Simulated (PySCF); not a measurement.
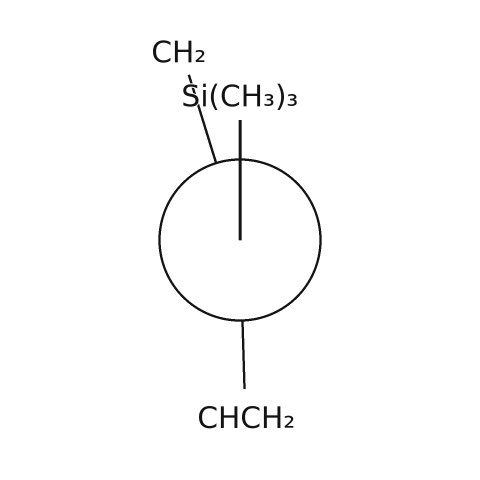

A Newman projection along the O–C bond, oxygen in front; angles are drawn as computed, but eclipsed bonds slightly apart. Computed geometry: PBE0-D3(BJ)/def2-SVP optimisation. No frequency run is at hand to confirm it as a minimum.

### Which molecule is it?

C7H14OSi, C=CC(=C)O[Si](C)(C)C

### What is the torsion angle from the front Si(CH3)3 to the back CHCH2? The sign is positive where the front bond must turn clockwise to cover the back bond.

178°, antiperiplanar (anti).
